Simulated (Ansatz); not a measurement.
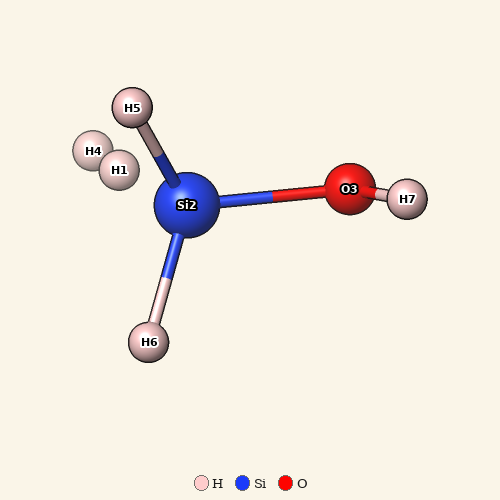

The system is the reacting system H₅OSi (fragments H₄OSi + H where the first distance is long, H₂ + H₃OSi where the second is long), spin multiplicity 2; the picture shows the reference structure. 
- First axis: distance H1–H4 (bond that forms). Second axis: distance H1–Si2 (bond that breaks).
- Relaxed at each point: all other coordinates.
- The scan uses a 13 × 13 grid.
- Points are written as (first, second).
- Energies are in kcal/mol, from the lowest grid point.
- Energies and slopes of some neighbouring points disagree (a jump in structure or state, or too coarse a mesh).
- Level of theory: UKS B3LYP-D4/def2-SVP (Ansatz).

Its coordinates:

```xyz
7

H    -0.9138   -0.8624    1.0225
Si    0.2720    0.2923    0.1404
O     0.0628   -0.0861   -1.4696
H    -1.5546   -1.4992    1.3943
H    -0.0882    1.7162    0.4393
H     1.6704    0.0269    0.6095
H     0.5514    0.4122   -2.1362
```

Range: distance H1–H4 (bond that forms) from 0.666 to 2.166 Å; distance H1–Si2 (bond that breaks) from 1.278 to 3.078 Å.

> Predict the map.

The lowest grid point is at (0.733 Å, 3.078 Å). It lies in a valley that leaves the map towards separated partners. The energy also falls towards the edge at (2.166 Å, 1.470 Å) (13 kcal/mol above the lowest), where a further well may lie outside the range. The highest grid point, (2.166 Å, 3.078 Å), lies 91 kcal/mol above the lowest.

```tsv
second ↓, first →	0.666	0.733	0.826	0.931	1.046	1.168	1.297	1.431	1.570	1.713	1.860	2.011	2.166
3.078	4	0	1	7	18	31	44	57	69	77	84	88	91
2.892	4	0	1	7	18	30	43	55	66	74	80	84	87
2.711	5	0	1	7	17	29	41	53	62	69	74	78	80
2.534	5	1	2	7	17	28	39	49	57	63	67	70	72
2.362	6	2	2	7	16	26	36	44	51	55	59	61	62
2.196	8	3	3	7	15	23	31	38	43	46	49	50	51
2.035	10	5	5	8	13	20	26	31	34	37	38	39	40
1.881	16	10	8	10	14	16	20	23	26	27	28	29	29
1.734	22	15	12	12	13	15	17	19	20	21	21	21	22
1.596	29	22	18	15	14	14	14	14	15	15	15	15	15
1.470	40	32	27	21	18	16	15	14	14	14	13	13	13
1.359	55	46	38	32	27	24	22	20	19	18	18	17	17
1.278	70	61	52	45	39	35	32	30	28	27	26	26	26
```

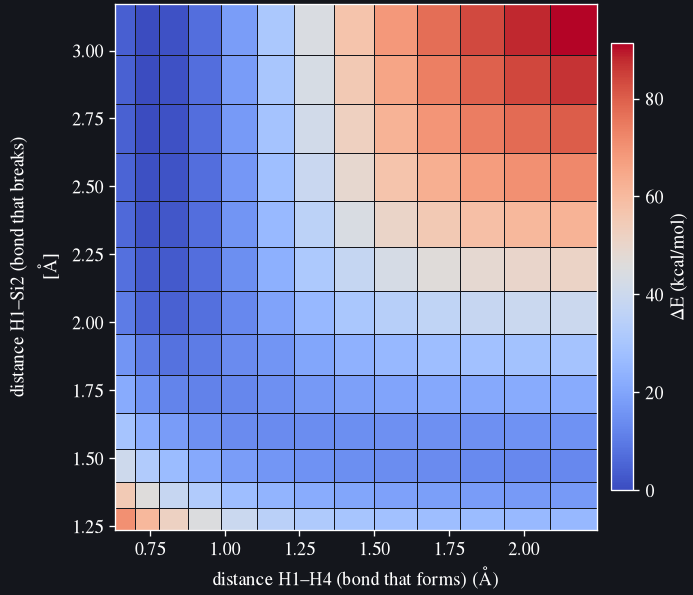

The picture shows one coloured cell a grid point.

Each point was launched as `ansatz run input.yaml --threads 1 --pin off --max-ram 2560MiB --backend cpu --events-out ev --progress --plain --runs-dir out`. Time for the 169 points that were run: 67 min on 1 thread of Arm Neoverse N1, with other jobs on the host.
